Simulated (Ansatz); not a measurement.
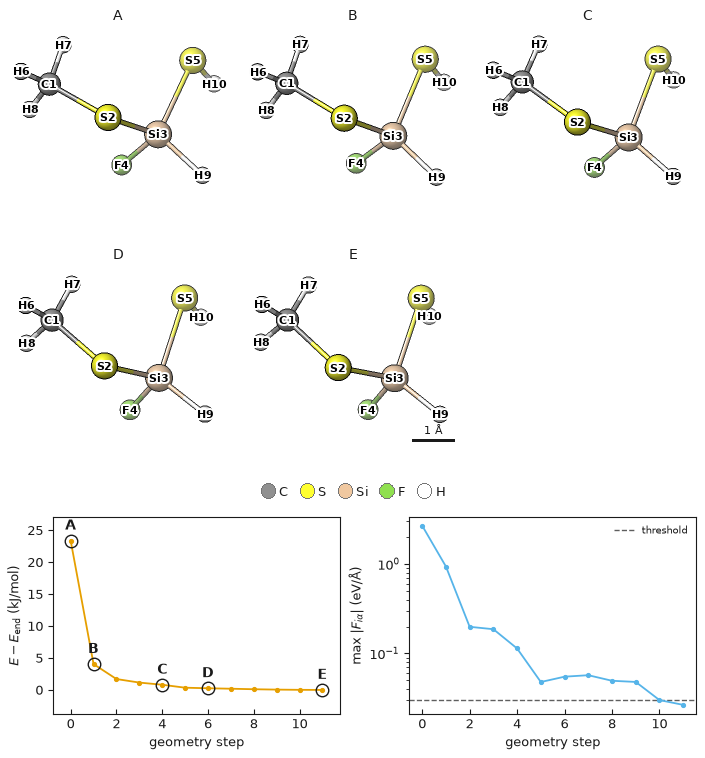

Frames of a relaxation of CH5FS2Si (coarse preliminary run), marked on the history of the run. The picture is a ball-and-stick view, seen at a tilt.

The start comes from a force field.

Level of theory: RKS PBE-D4/def2-SVP (Ansatz 0.2.0).

Input
```yaml
crystal:
  periodic: [false, false, false]
  atoms:
    - {symbol: C, position_ang: [-1.264200, -0.077600, 1.342100]}
    - {symbol: S, position_ang: [-0.044500, 1.199300, 0.991300]}
    - {symbol: Si, position_ang: [1.123100, 0.263900, -0.522000]}
    - {symbol: F, position_ang: [1.569600, -1.219000, -0.039700]}
    - {symbol: S, position_ang: [0.040100, 0.146600, -2.341200]}
    - {symbol: H, position_ang: [-1.975900, 0.358600, 2.113300]}
    - {symbol: H, position_ang: [-1.888200, -0.226700, 0.442800]}
    - {symbol: H, position_ang: [-0.826500, -0.950700, 1.672300]}
    - {symbol: H, position_ang: [2.411800, 1.038800, -0.692700]}
    - {symbol: H, position_ang: [0.937900, -0.584500, -2.963100]}
basis:
  gaussian: {orbitals: def2-SVP}
hamiltonian: {xc: pbe, dispersion: d4}
relax: {f_tol: 0.03, max_steps: 200}
```

Launched with:
```bash
ansatz run in.yaml --threads 4 --pin off --events-out ev --progress --plain --max-ram 10444MiB
```

Question: Describe the path.

Answer: Over 11 geometry steps the energy falls by 23.4 kJ/mol. The largest force component goes from 2.7 to 0.027 eV/Å. H10 moves most after the best rigid fit: 0.51 Å. By element the largest moves are H 0.51 Å, F 0.32 Å, S 0.29 Å, Si 0.14 Å, C 0.11 Å. Among the contacts that change: C1–H8 1.031 → 1.107 Å, S5–H10 1.314 → 1.365 Å, C1–S2 1.800 → 1.842 Å, Si3–S5 2.120 → 2.153 Å. Bond angles that change, for instance: H6–C1–H7 104.5° → 109.6°, F4–Si3–S5 110.2° → 106.0°, S2–Si3–F4 110.0° → 113.9°. Groups turn about Si3–S5 by about 25°. From step 0 to 1: H10 moves most (0.13 Å), energy −19.3 kJ/mol. From step 1 to 4: H10 moves most (0.15 Å), energy −3.24 kJ/mol. From step 4 to 6: F4 moves most (0.17 Å), energy −0.55 kJ/mol. From step 6 to 11: H10 moves most (0.16 Å), energy −0.26 kJ/mol.
